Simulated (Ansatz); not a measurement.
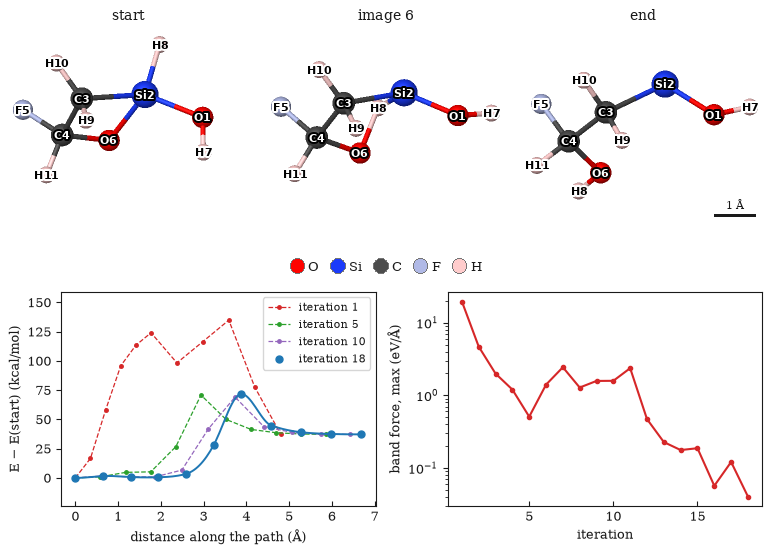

A search for the minimum-energy path of C$_{2}$H$_{5}$FO$_{2}$Si by the nudged elastic band. Images are numbered from 0 (start) to 10 (end). The plot follows the band through its iterations. The picture is a ball-and-stick view, seen from a free direction.

Computed with Ansatz, RKS B3LYP-D4/def2-SVP. Set-up: 9 movable images; climbing image; force threshold 0.05 eV/Å; iteration limit 58; starting path through a guess of the saddle point.

> Did the band converge, and can the barrier be trusted?

The run is converged, with reservations. The band converged in 18 iterations. The largest component of the band force went from 20 to 0.041 eV/Å. The climbing image converged on the top of the path. Its vibrational analysis gives one imaginary mode (1466i cm⁻¹), as a transition state must have. The first iteration put the highest image at 134.9 kcal/mol. The highest point, image 6, lies 71.8 kcal/mol above the start and 34.5 kcal/mol above the end; the end is at +37.2 kcal/mol relative to the start.
